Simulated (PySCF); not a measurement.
## Run report: C5H13PSi, NMR shielding calculation

The run: NMR shielding calculation of C5H13PSi, SMILES C[SiH]1CCPCC1. Method and program: GIAO B3LYP/IGLO-II NMR shielding, non-relativistic, gas phase (PySCF 2.14.0).

The geometry comes from this level: GFN2-xTB. Figures and captions count atoms from 1; the log counts them from 0 in places.

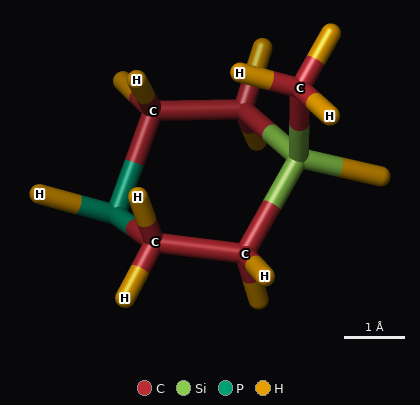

The input geometry (stick view, seen at a tilt).

The input
```
{"job": {"kind": "nmr", "xc": "B3LYP", "basis": "IGLO-II", "pop": true}, "charge": 0, "multiplicity": 1}
C     -2.317253     0.247397     0.253168
Si    -0.960138    -0.112852    -1.033405
C      0.254911     1.356740    -1.121318
C      1.205308     1.387869     0.073309
P      2.290535    -0.123519     0.095179
C      1.006954    -1.363665     0.622267
C      0.035405    -1.658218    -0.518326
H     -2.875977     1.140273    -0.011042
H     -3.024611    -0.574082     0.312182
H     -1.908518     0.399361     1.248430
H     -1.556895    -0.334628    -2.360704
H      0.847137     1.285666    -2.035591
H     -0.288328     2.302273    -1.175378
H      1.869414     2.256175     0.010928
H      0.649224     1.455771     1.013030
H      2.783299     0.101660     1.393473
H      1.541399    -2.273956     0.913700
H      0.473995    -0.989756     1.501442
H     -0.635607    -2.466047    -0.219885
H      0.604599    -2.025783    -1.374192
```

The first line tells a small driver script what to run in PySCF; the rest is the geometry in Å.

Launch command:
```bash
OMP_NUM_THREADS=1 python <driver script> task.json out
```

Log
```
coarse grid: 16744 points
cycle   1  E = -829.1772744565  dE =  4.337e-01  |g| = 6.353e-01  |ddm| = 3.349e+00
cycle   2  E = -829.1076311433  dE =  6.964e-02  |g| = 8.006e-01  |ddm| = 1.020e+00
cycle   3  E = -829.2696607512  dE = -1.620e-01  |g| = 9.756e-02  |ddm| = 6.572e-01
cycle   4  E = -829.2717817428  dE = -2.121e-03  |g| = 3.806e-02  |ddm| = 1.381e-01
cycle   5  E = -829.2721218314  dE = -3.401e-04  |g| = 9.155e-03  |ddm| = 3.614e-02
cycle   6  E = -829.2721417627  dE = -1.993e-05  |g| = 1.975e-03  |ddm| = 8.412e-03
cycle   7  E = -829.2721426841  dE = -9.214e-07  |g| = 4.441e-04  |ddm| = 2.278e-03
final grid: 149728 points
cycle   8  E = -829.2891020036  dE = -7.187e-05  |g| = 6.690e-03  |ddm| = 3.813e-02
cycle   9  E = -829.2890939246  dE =  8.079e-06  |g| = 8.670e-03  |ddm| = 1.064e-02
cycle  10  E = -829.2891124847  dE = -1.856e-05  |g| = 8.882e-04  |ddm| = 6.634e-03
cycle  11  E = -829.2891126799  dE = -1.952e-07  |g| = 2.701e-04  |ddm| = 1.244e-03
cycle  12  E = -829.2891126962  dE = -1.632e-08  |g| = 8.561e-05  |ddm| = 2.576e-04
cycle  13  E = -829.2891126980  dE = -1.768e-09  |g| = 1.367e-05  |ddm| = 7.520e-05
cycle  14  E = -829.2891126980  dE = -4.093e-11  |g| = 4.354e-06  |ddm| = 1.673e-05
```

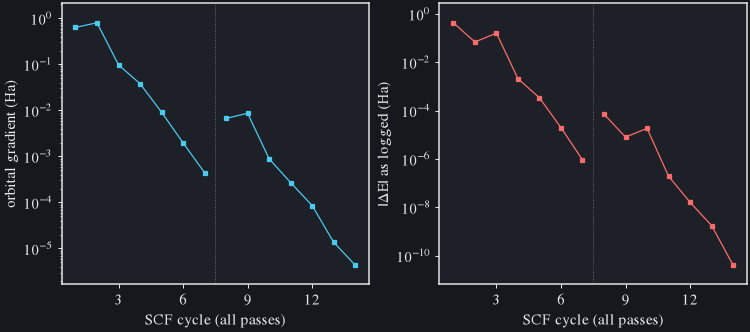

Convergence of the self-consistent field: orbital gradient and size of the energy change against the SCF cycle. The dotted line marks the change from a coarse to the final integration grid. The first 7 cycles use a coarse grid, the final grid takes over at cycle 8, and the field converges after 14 cycles in all.

```
converged SCF energy = -829.2891126980

GIAO shielding tensors (ppm)
atom      isotropic    diamagn.    paramagn.     s11        s22        s33       span
  0 C      191.066     245.362     -54.295    179.305    193.863    200.030     20.725
  1 Si     361.202     878.742    -517.540    332.404    367.396    383.808     51.405
  2 C      170.019     244.211     -74.192    159.128    171.632    179.296     20.168
  3 C      160.181     243.000     -82.819    151.156    162.192    167.195     16.039
  4 P      395.948     965.840    -569.892    378.610    380.432    428.802     50.192
  5 C      160.183     242.967     -82.784    151.100    162.217    167.233     16.133
  6 C      170.155     244.161     -74.006    159.264    171.888    179.314     20.049
  7 H       32.367      29.797       2.570     27.864     29.654     39.583     11.719
  8 H       32.363      29.789       2.574     27.881     29.584     39.623     11.742
  9 H       31.750      31.649       0.102     27.405     31.415     36.430      9.025
 10 H       27.651      29.828      -2.177     24.505     25.497     32.952      8.446
 11 H       31.218      30.563       0.654     27.559     29.434     36.660      9.102
 12 H       31.083      30.497       0.586     26.878     28.672     37.699     10.820
 13 H       30.287      30.115       0.172     24.976     28.497     37.389     12.413
 14 H       30.067      31.859      -1.793     26.570     29.351     34.279      7.708
 15 H       28.555      31.084      -2.529     24.650     26.377     34.637      9.986
 16 H       30.285      30.125       0.160     24.974     28.492     37.388     12.415
 17 H       30.064      31.877      -1.813     26.567     29.336     34.287      7.720
 18 H       31.078      30.512       0.567     26.856     28.682     37.697     10.841
 19 H       31.220      30.568       0.652     27.553     29.431     36.676      9.123
```

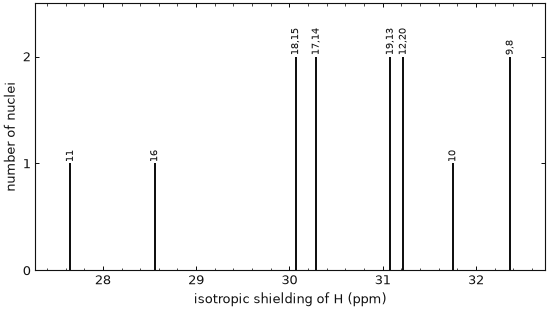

Isotropic shieldings of the hydrogen nuclei in this fixed geometry, labelled by atom number; shielding grows to the right, so chemical shift grows to the left. The least shielded is H11 (27.7 ppm), the most shielded H8 (32.4 ppm).

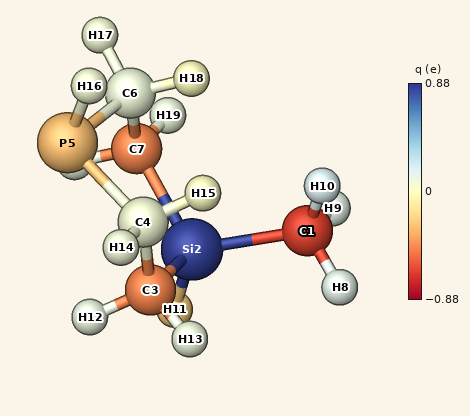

ESP-fitted charges, as the colour of each atom (ball-and-stick view, seen at a tilt; atoms are numbered from 1 in the order of the input). By element: C −0.64 to +0.09, Si +0.84, P −0.28 and H −0.23 to +0.17 e.

Results in brief

```json
{"quantity": "outcome", "value": "converged"}
{"quantity": "total energy", "value": "−829.289113 hartree"}
{"quantity": "HOMO", "value": "−6.55 eV"}
{"quantity": "LUMO", "value": "0.45 eV"}
{"quantity": "dipole moment", "value": "1.21 D"}
{"quantity": "isotropic shielding, C", "value": "160.2 to 191.1 ppm"}
{"quantity": "isotropic shielding, Si", "value": "361.2 ppm"}
{"quantity": "isotropic shielding, P", "value": "395.9 ppm"}
{"quantity": "isotropic shielding, H", "value": "27.7 to 32.4 ppm"}
{"quantity": "hardware", "value": "1 CPU thread, shared host"}
{"quantity": "wall time", "value": "62 s"}
{"quantity": "peak memory", "value": "1.1 GiB"}
```

Remarks

Settings chosen away from the usual ones: B3LYP/IGLO-II.
